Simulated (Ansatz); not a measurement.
## Molecular dynamics, with input and output: CF3NSn

System: CF3NSn.
Method: RKS revPBE/def2-SVP (Ansatz 0.2.0).

The geometry comes from this level: PBE0-D4/def2-TZVP. Figures and captions count atoms from 1; the log counts them from 0 in places.

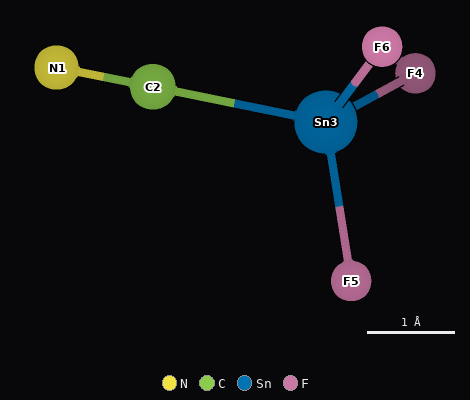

*The starting structure (ball-and-stick view, seen at a tilt; atoms are numbered from 1 in the order of the input). Sticks mark near contacts.*

**Input**
```yaml
crystal:
  periodic: [false, false, false]
  atoms:
    - {symbol: N, position_ang: [1.756244, -1.638914, 1.200683]}
    - {symbol: C, position_ang: [1.003150, -0.938906, 0.684319]}
    - {symbol: Sn, position_ang: [-0.345665, 0.317542, -0.251151]}
    - {symbol: F, position_ang: [-1.763534, -0.650167, -1.014296]}
    - {symbol: F, position_ang: [0.477103, 1.298219, -1.626102]}
    - {symbol: F, position_ang: [-1.085198, 1.548326, 0.960249]}
basis:
  gaussian: {orbitals: def2-SVP}
hamiltonian: {xc: {name: revPBE}}
md: {timestep: 1 fs, n_steps: 20, ensemble: nvt_nose_hoover, temperature: 500, initial_velocities: maxwell_boltzmann, seed: 349}
```

Machine: 4 threads of Arm Neoverse V1, 23 GiB of memory available, shared host.

Launched with:
```bash
ansatz run in.yaml --threads 4 --pin off --events-out ev --progress --plain --max-ram 10444MiB
```

**Output**
```
Functional definition: revPBE
  name "revPBE"
  cite "Zhang & Yang, Phys. Rev. Lett. 80, 890 (1998) doi:10.1103/PhysRevLett.80.890"
  cite "Perdew, Burke & Ernzerhof, Phys. Rev. Lett. 77, 3865 (1996) doi:10.1103/PhysRevLett.77.3865"
  parameter kappa = 1.245
  parameter beta = 0.06672455060314922
  exchange = pbe_x(kappa = kappa, mu = beta*pi^2/3)
  correlation = pbe_c(beta = beta)
1065 factors; their error is unknown
mean field evaluation 1: about -16489.3811 eV, gradient 7.1e1 eV
mean field evaluation 2: about -16439.8455 eV, gradient 1.7e2 eV
mean field evaluation 4: about -16498.7879 eV, gradient 1.3e1 eV
mean field evaluation 8: about -16499.1186 eV, gradient 4.6e-2 eV
mean field evaluation 16: about -16499.0700 eV, gradient 1.1e-4 eV
mean field -16499.06997614 eV, -606.3296381517 hartree, gradient 4.9e-6 eV, S^2 0.000000; 0 other end points of the search recorded, 0 dependent functions left out
the calculation of the forces begins
reference -16499.07002353 eV, -606.3296398932 hartree; 31, 31 occupied and 65, 65 virtual orbitals, 1065 factors
md step     0: t =     0.00 fs  T =   500.0 K  F+E_penalty+E_count = -16499.06997614 eV  E_kin = 0.258520 eV  conserved = -16498.81145614 eV  (28 SCF iters)
these checks for a lower state are left out or cut short: starts, cluster_reference, orbital_swaps, neighbouring_geometries, increment
1065 factors; their error is unknown
mean field -16499.07641003 eV, -606.3298745928 hartree, gradient 1.6e-5 eV, S^2 0.000000; 0 other end points of the search recorded, 0 dependent functions left out
[... from here on the field's lines of each further geometry are left out, up to the last ...]
md step     1: t =     1.00 fs  T =   510.9 K  F+E_penalty+E_count = -16499.07641003 eV  E_kin = 0.264168 eV  conserved = -16498.81224236 eV  (30 SCF iters)
md step     2: t =     2.00 fs  T =   518.0 K  F+E_penalty+E_count = -16499.08046186 eV  E_kin = 0.267814 eV  conserved = -16498.81264600 eV  (30 SCF iters)
md step     3: t =     3.00 fs  T =   509.4 K  F+E_penalty+E_count = -16499.07580426 eV  E_kin = 0.263373 eV  conserved = -16498.81242661 eV  (31 SCF iters)
md step     4: t =     4.00 fs  T =   490.7 K  F+E_penalty+E_count = -16499.06554595 eV  E_kin = 0.253718 eV  conserved = -16498.81181998 eV  (30 SCF iters)
md step     5: t =     5.00 fs  T =   478.9 K  F+E_penalty+E_count = -16499.05888960 eV  E_kin = 0.247624 eV  conserved = -16498.81125440 eV  (31 SCF iters)
md step     6: t =     6.00 fs  T =   490.3 K  F+E_penalty+E_count = -16499.06456313 eV  E_kin = 0.253479 eV  conserved = -16498.81107248 eV  (30 SCF iters)
md step     7: t =     7.00 fs  T =   529.9 K  F+E_penalty+E_count = -16499.08538396 eV  E_kin = 0.273977 eV  conserved = -16498.81139455 eV  (30 SCF iters)
md step     8: t =     8.00 fs  T =   588.4 K  F+E_penalty+E_count = -16499.11631229 eV  E_kin = 0.304210 eV  conserved = -16498.81208618 eV  (32 SCF iters)
md step     9: t =     9.00 fs  T =   645.6 K  F+E_penalty+E_count = -16499.14661519 eV  E_kin = 0.333789 eV  conserved = -16498.81279386 eV  (32 SCF iters)
md step    10: t =    10.00 fs  T =   681.4 K  F+E_penalty+E_count = -16499.16547914 eV  E_kin = 0.352329 eV  conserved = -16498.81308142 eV  (31 SCF iters)
md step    11: t =    11.00 fs  T =   688.2 K  F+E_penalty+E_count = -16499.16868941 eV  E_kin = 0.355844 eV  conserved = -16498.81271301 eV  (32 SCF iters)
md step    12: t =    12.00 fs  T =   676.6 K  F+E_penalty+E_count = -16499.16198996 eV  E_kin = 0.349839 eV  conserved = -16498.81193027 eV  (32 SCF iters)
md step    13: t =    13.00 fs  T =   668.1 K  F+E_penalty+E_count = -16499.15717484 eV  E_kin = 0.345458 eV  conserved = -16498.81138280 eV  (31 SCF iters)
md step    14: t =    14.00 fs  T =   677.6 K  F+E_penalty+E_count = -16499.16237803 eV  E_kin = 0.350342 eV  conserved = -16498.81156589 eV  (31 SCF iters)
md step    15: t =    15.00 fs  T =   699.9 K  F+E_penalty+E_count = -16499.17482911 eV  E_kin = 0.361880 eV  conserved = -16498.81231355 eV  (31 SCF iters)
md step    16: t =    16.00 fs  T =   714.5 K  F+E_penalty+E_count = -16499.18324585 eV  E_kin = 0.369427 eV  conserved = -16498.81298331 eV  (32 SCF iters)
md step    17: t =    17.00 fs  T =   702.3 K  F+E_penalty+E_count = -16499.17728781 eV  E_kin = 0.363137 eV  conserved = -16498.81308448 eV  (32 SCF iters)
md step    18: t =    18.00 fs  T =   659.8 K  F+E_penalty+E_count = -16499.15506612 eV  E_kin = 0.341131 eV  conserved = -16498.81261904 eV  (30 SCF iters)
md step    19: t =    19.00 fs  T =   599.4 K  F+E_penalty+E_count = -16499.12343477 eV  E_kin = 0.309931 eV  conserved = -16498.81193588 eV  (32 SCF iters)
the calculation of the forces begins
reference -16499.09287801 eV, -606.3304797799 hartree; 31, 31 occupied and 65, 65 virtual orbitals, 1065 factors
1065 factors; their error is unknown
mean field evaluation 192: about -16499.0928 eV, gradient 7.5e-3 eV
mean field -16499.09283066 eV, -606.3304780400 hartree, gradient 2.4e-5 eV, S^2 0.000000; 1 other end points of the search recorded, 0 dependent functions left out
the calculation of the forces begins
reference -16499.09287801 eV, -606.3304797799 hartree; 31, 31 occupied and 65, 65 virtual orbitals, 1065 factors
md step    20: t =    20.00 fs  T =   540.8 K  F+E_penalty+E_count = -16499.09283066 eV  E_kin = 0.279598 eV  conserved = -16498.81142413 eV  (30 SCF iters)
```

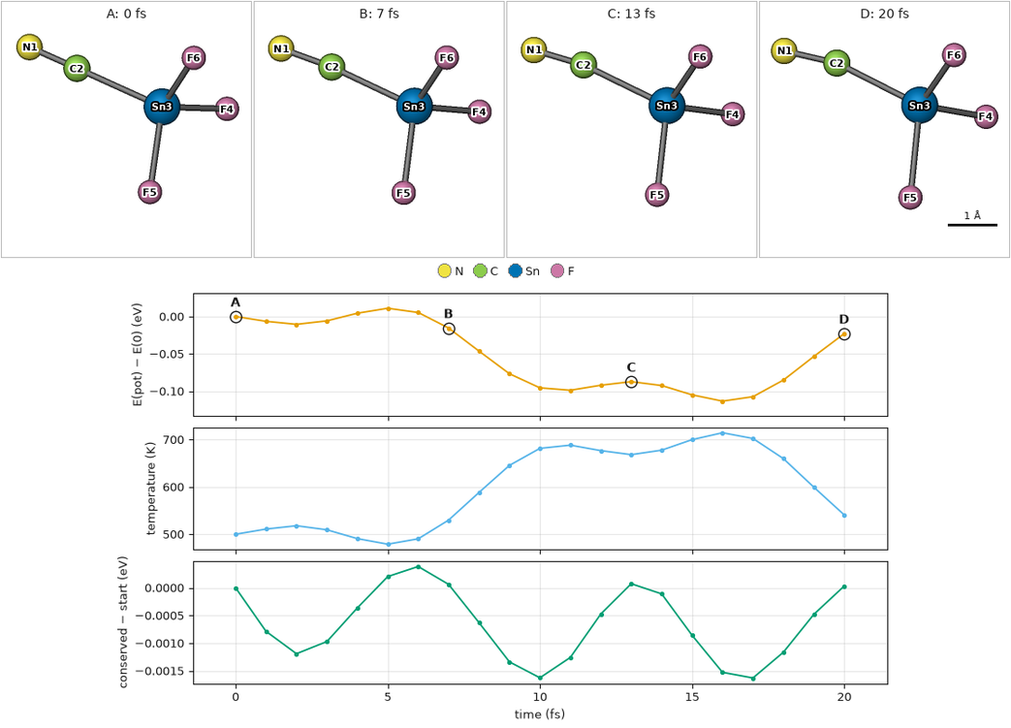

*Frames of the molecular dynamics (ball-and-stick, seen at a tilt) above the curves, on which the letters mark them.*

The trajectory kept here has 21 frames over 20 fs. The temperature starts at 500 K, ranges from 479 to 715 K and averages 664 K over the second half. The potential energy ends 0.023 eV below its first value. The conserved quantity stays within 0.002 eV. After an unweighted best fit of the last frame on the first, the root-mean-square displacement is 0.13 Å.

```
Total energy: -16499.09287801 eV, -606.3304797799 hartree
Atom 0 at     1.844415    -1.675553     1.125341 Å, force    -1.927668     1.368299    -0.615861 eV/Å
Atom 1 at     0.937055    -0.977737     0.765922 Å, force     2.447031    -1.706626     0.893127 eV/Å
Atom 2 at    -0.340556     0.326890    -0.209245 Å, force    -1.305064     0.558578    -1.353564 eV/Å
Atom 3 at    -1.746102    -0.676623    -1.193028 Å, force     0.589763     0.458607     0.735430 eV/Å
Atom 4 at     0.448397     1.229292    -1.778241 Å, force    -0.109199    -0.204795     0.818345 eV/Å
Atom 5 at    -1.129066     1.636862     1.033230 Å, force     0.305136    -0.474063    -0.477476 eV/Å
Dipole moment:     0.026341     0.043371     0.172314 e Å
```

**Trajectory as extended XYZ (Å, eV, eV/Å), 21 frames, from step=0 to step=20**
```
6
Properties=species:S:1:pos:R:3:forces:R:3 step=0 time_fs=0.0 energy=-16499.06998 temperature=500.0
N     1.7562   -1.6389    1.2007    1.9907  -1.8512   1.3689
C     1.0031   -0.9389    0.6843   -1.4951   1.3900  -1.0274
Sn   -0.3457    0.3175   -0.2512    0.7183  -0.6697   0.5015
F    -1.7635   -0.6502   -1.0143   -1.2957  -0.8887  -0.6967
F     0.4771    1.2982   -1.6261    0.7561   0.8955  -1.2569
F    -1.0852    1.5483    0.9602   -0.6743   1.1240   1.1107
6
Properties=species:S:1:pos:R:3:forces:R:3 step=1 time_fs=1.0 energy=-16499.07641 temperature=510.9
N     1.7601   -1.6400    1.1963    1.3564  -1.2560   0.9204
C     0.9948   -0.9368    0.6854   -0.7708   0.7202  -0.5215
Sn   -0.3453    0.3184   -0.2490    0.6112  -0.7017   0.4401
F    -1.7591   -0.6491   -1.0218   -1.2861  -0.8787  -0.6855
F     0.4725    1.2912   -1.6293    0.7954   0.9391  -1.3092
F    -1.0848    1.5484    0.9597   -0.7061   1.1771   1.1557
6
Properties=species:S:1:pos:R:3:forces:R:3 step=2 time_fs=2.0 energy=-16499.08046 temperature=518.0
N     1.7648   -1.6419    1.1926    0.5439  -0.5119   0.3783
C     0.9858   -0.9341    0.6860    0.1462  -0.1132   0.0891
Sn   -0.3449    0.3192   -0.2467    0.4697  -0.6978   0.3512
F    -1.7552   -0.6485   -1.0296   -1.2539  -0.8530  -0.6613
F     0.4684    1.2847   -1.6331    0.8201   0.9657  -1.3378
F    -1.0848    1.5491    0.9598   -0.7260   1.2101   1.1805
6
Properties=species:S:1:pos:R:3:forces:R:3 step=3 time_fs=3.0 energy=-16499.07580 temperature=509.4
N     1.7699   -1.6442    1.1891   -0.2697   0.2172  -0.1374
C     0.9769   -0.9315    0.6867    1.0648  -0.9335   0.6749
Sn   -0.3445    0.3199   -0.2445    0.3083  -0.6677   0.2436
F    -1.7521   -0.6483   -1.0377   -1.2002  -0.8124  -0.6242
F     0.4647    1.2787   -1.6376    0.8299   0.9746  -1.3412
F    -1.0851    1.5504    0.9605   -0.7331   1.2218   1.1843
6
Properties=species:S:1:pos:R:3:forces:R:3 step=4 time_fs=4.0 energy=-16499.06555 temperature=490.7
N     1.7749   -1.6463    1.1855   -0.9428   0.8062  -0.5405
C     0.9689   -0.9297    0.6879    1.8282  -1.6011   1.1386
Sn   -0.3440    0.3206   -0.2422    0.1428  -0.6234   0.1277
F    -1.7495   -0.6485   -1.0462   -1.1266  -0.7586  -0.5745
F     0.4613    1.2731   -1.6428    0.8251   0.9655  -1.3183
F    -1.0858    1.5523    0.9618   -0.7266   1.2113   1.1669
6
Properties=species:S:1:pos:R:3:forces:R:3 step=5 time_fs=5.0 energy=-16499.05889 temperature=478.9
N     1.7792   -1.6479    1.1815   -1.3843   1.1796  -0.7836
C     0.9623   -0.9291    0.6900    2.3320  -2.0272   1.4233
Sn   -0.3435    0.3212   -0.2399   -0.0120  -0.5767   0.0136
F    -1.7475   -0.6492   -1.0550   -1.0353  -0.6931  -0.5131
F     0.4584    1.2681   -1.6486    0.8062   0.9389  -1.2690
F    -1.0869    1.5548    0.9636   -0.7065   1.1786   1.1288
6
Properties=species:S:1:pos:R:3:forces:R:3 step=6 time_fs=6.0 energy=-16499.06456 temperature=490.3
N     1.7825   -1.6487    1.1770   -1.5465   1.3019  -0.8498
C     0.9576   -0.9302    0.6933    2.5191  -2.1671   1.5048
Sn   -0.3431    0.3218   -0.2376   -0.1451  -0.5368  -0.0906
F    -1.7460   -0.6501   -1.0640   -0.9289  -0.6181  -0.4412
F     0.4559    1.2635   -1.6551    0.7744   0.8958  -1.1945
F    -1.0883    1.5579    0.9661   -0.6731   1.1244   1.0713
6
Properties=species:S:1:pos:R:3:forces:R:3 step=7 time_fs=7.0 energy=-16499.08538 temperature=529.9
N     1.7848   -1.6486    1.1720   -1.4106   1.1645  -0.7408
C     0.9550   -0.9330    0.6978    2.3681  -2.0086   1.3820
Sn   -0.3426    0.3224   -0.2353   -0.2510  -0.5085  -0.1804
F    -1.7450   -0.6514   -1.0733   -0.8105  -0.5357  -0.3603
F     0.4539    1.2594   -1.6622    0.7312   0.8379  -1.0965
F    -1.0901    1.5616    0.9691   -0.6273   1.0504   0.9960
6
Properties=species:S:1:pos:R:3:forces:R:3 step=8 time_fs=8.0 energy=-16499.11631 temperature=588.4
N     1.7861   -1.6476    1.1664   -0.9825   0.7795  -0.4727
C     0.9542   -0.9374    0.7034    1.8884  -1.5668   1.0733
Sn   -0.3422    0.3229   -0.2330   -0.3302  -0.4912  -0.2556
F    -1.7444   -0.6530   -1.0827   -0.6834  -0.4480  -0.2723
F     0.4521    1.2557   -1.6699    0.6783   0.7676  -0.9779
F    -1.0922    1.5658    0.9725   -0.5706   0.9588   0.9052
6
Properties=species:S:1:pos:R:3:forces:R:3 step=9 time_fs=9.0 energy=-16499.14662 temperature=645.6
N     1.7867   -1.6462    1.1605   -0.2993   0.1858  -0.0783
C     0.9550   -0.9431    0.7099    1.1266  -0.8892   0.6180
Sn   -0.3418    0.3233   -0.2308   -0.3889  -0.4795  -0.3200
F    -1.7442   -0.6548   -1.0923   -0.5510  -0.3571  -0.1792
F     0.4508    1.2525   -1.6780    0.6174   0.6873  -0.8421
F    -1.0946    1.5705    0.9765   -0.5048   0.8527   0.8016
6
Properties=species:S:1:pos:R:3:forces:R:3 step=10 time_fs=10.0 energy=-16499.16548 temperature=681.4
N     1.7872   -1.6446    1.1545    0.5543  -0.5395   0.3863
C     0.9566   -0.9495    0.7168    0.1811  -0.0664   0.0818
Sn   -0.3414    0.3237   -0.2286   -0.4372  -0.4644  -0.3801
F    -1.7442   -0.6567   -1.1019   -0.4168  -0.2648  -0.0830
F     0.4497    1.2495   -1.6866    0.5505   0.6000  -0.6929
F    -1.0972    1.5757    0.9809   -0.4320   0.7351   0.6879
6
Properties=species:S:1:pos:R:3:forces:R:3 step=11 time_fs=11.0 energy=-16499.16869 temperature=688.2
N     1.7880   -1.6434    1.1488    1.4330  -1.2717   0.8388
C     0.9584   -0.9559    0.7239   -0.7880   0.7626  -0.4420
Sn   -0.3410    0.3241   -0.2264   -0.4865  -0.4358  -0.4438
F    -1.7445   -0.6588   -1.1116   -0.2836  -0.1730   0.0143
F     0.4489    1.2469   -1.6956    0.4795   0.5083  -0.5343
F    -1.1001    1.5812    0.9856   -0.3543   0.6096   0.5670
6
Properties=species:S:1:pos:R:3:forces:R:3 step=12 time_fs=12.0 energy=-16499.16199 temperature=676.6
N     1.7897   -1.6430    1.1437    2.1432  -1.8511   1.1817
C     0.9596   -0.9617    0.7305   -1.5741   1.4249  -0.8459
Sn   -0.3407    0.3245   -0.2242   -0.5469  -0.3848  -0.5181
F    -1.7449   -0.6610   -1.1213   -0.1542  -0.0830   0.1109
F     0.4484    1.2445   -1.7048    0.4060   0.4148  -0.3701
F    -1.1031    1.5870    0.9906   -0.2740   0.4792   0.4415
6
Properties=species:S:1:pos:R:3:forces:R:3 step=13 time_fs=13.0 energy=-16499.15718 temperature=668.1
N     1.7930   -1.6439    1.1393    2.4952  -2.1276   1.3301
C     0.9595   -0.9664    0.7365   -1.9783   1.7607  -1.0381
Sn   -0.3405    0.3248   -0.2221   -0.6252  -0.3058  -0.6075
F    -1.7453   -0.6632   -1.1310   -0.0307   0.0039   0.2052
F     0.4480    1.2423   -1.7142    0.3318   0.3218  -0.2038
F    -1.1063    1.5931    0.9958   -0.1927   0.3470   0.3140
6
Properties=species:S:1:pos:R:3:forces:R:3 step=14 time_fs=14.0 energy=-16499.16238 temperature=677.6
N     1.7980   -1.6463    1.1360    2.3800  -2.0216   1.2484
C     0.9578   -0.9697    0.7417   -1.8881   1.6865  -0.9796
Sn   -0.3403    0.3251   -0.2201   -0.7232  -0.1982  -0.7131
F    -1.7458   -0.6655   -1.1405    0.0854   0.0865   0.2961
F     0.4479    1.2403   -1.7237    0.2582   0.2313  -0.0387
F    -1.1096    1.5993    1.0011   -0.1122   0.2155   0.1868
6
Properties=species:S:1:pos:R:3:forces:R:3 step=15 time_fs=15.0 energy=-16499.17483 temperature=699.9
N     1.8046   -1.6501    1.1334    1.8221  -1.5631   0.9672
C     0.9546   -0.9716    0.7461   -1.3307   1.2346  -0.7024
Sn   -0.3401    0.3254   -0.2180   -0.8373  -0.0668  -0.8321
F    -1.7463   -0.6677   -1.1499    0.1929   0.1642   0.3826
F     0.4478    1.2384   -1.7332    0.1867   0.1445   0.1228
F    -1.1129    1.6057    1.0066   -0.0337   0.0866   0.0620
6
Properties=species:S:1:pos:R:3:forces:R:3 step=16 time_fs=16.0 energy=-16499.18325 temperature=714.5
N     1.8125   -1.6550    1.1316    0.9668  -0.8760   0.5681
C     0.9504   -0.9725    0.7499   -0.4589   0.5361  -0.2939
Sn   -0.3400    0.3256   -0.2161   -0.9593   0.0790  -0.9580
F    -1.7466   -0.6698   -1.1591    0.2912   0.2361   0.4641
F     0.4479    1.2366   -1.7426    0.1183   0.0627   0.2785
F    -1.1163    1.6121    1.0121    0.0419  -0.0379  -0.0588
6
Properties=species:S:1:pos:R:3:forces:R:3 step=17 time_fs=17.0 energy=-16499.17729 temperature=702.3
N     1.8210   -1.6604    1.1301    0.0119  -0.1210   0.1472
C     0.9458   -0.9730    0.7534    0.5182  -0.2372   0.1418
Sn   -0.3400    0.3259   -0.2143   -1.0780   0.2269  -1.0821
F    -1.7468   -0.6717   -1.1680    0.3800   0.3018   0.5403
F     0.4480    1.2348   -1.7519    0.0539  -0.0135   0.4269
F    -1.1196    1.6185    1.0176    0.1140  -0.1570  -0.1742
6
Properties=species:S:1:pos:R:3:forces:R:3 step=18 time_fs=18.0 energy=-16499.15507 temperature=659.8
N     1.8296   -1.6660    1.1287   -0.8629   0.5605  -0.2176
C     0.9415   -0.9737    0.7571    1.4088  -0.9314   0.5173
Sn   -0.3401    0.3262   -0.2125   -1.1817   0.3634  -1.1947
F    -1.7468   -0.6736   -1.1767    0.4593   0.3610   0.6110
F     0.4481    1.2330   -1.7610   -0.0057  -0.0837   0.5669
F    -1.1228    1.6247    1.0230    0.1821  -0.2698  -0.2829
6
Properties=species:S:1:pos:R:3:forces:R:3 step=19 time_fs=19.0 energy=-16499.12344 temperature=599.4
N     1.8375   -1.6711    1.1272   -1.5325   1.0735  -0.4787
C     0.9385   -0.9751    0.7612    2.0774  -1.4405   0.7766
Sn   -0.3403    0.3265   -0.2108   -1.2598   0.4768  -1.2873
F    -1.7466   -0.6752   -1.1850    0.5292   0.4133   0.6761
F     0.4483    1.2312   -1.7698   -0.0602  -0.1475   0.6976
F    -1.1260    1.6309    1.0282    0.2459  -0.3756  -0.3842
6
Properties=species:S:1:pos:R:3:forces:R:3 step=20 time_fs=20.0 energy=-16499.09283 temperature=540.8
N     1.8444   -1.6756    1.1253   -1.9277   1.3683  -0.6159
C     0.9371   -0.9777    0.7659    2.4470  -1.7066   0.8931
Sn   -0.3406    0.3269   -0.2092   -1.3051   0.5586  -1.3536
F    -1.7461   -0.6766   -1.1930    0.5898   0.4586   0.7354
F     0.4484    1.2293   -1.7782   -0.1092  -0.2048   0.8183
F    -1.1291    1.6369    1.0332    0.3051  -0.4741  -0.4775
```

**Summary**

| quantity | value |
| --- | --- |
| outcome | finished |
| mean temperature over the second half | 664 K |
| trajectory | 20 steps, 20 fs |
| ensemble | nvt_nose_hoover |
| temperature in the input | 500 K |
| time step | 1 fs |
| potential energy (last step) | −16499.0929 eV |
| SCF solution under orbital rotations (last step) | stable |
| largest force (length of the vector) (last step) | 3.114 eV/Å |
| dipole moment (last step) | 0.86 D |
| wall time | 19 s (CPU time 68 s) |
| peak memory | 0.39 GiB |

**Notes**

So short a trajectory is not equilibrated. The temperature stays far from the 500 K of the thermostat over the second half: the run isn't equilibrated.
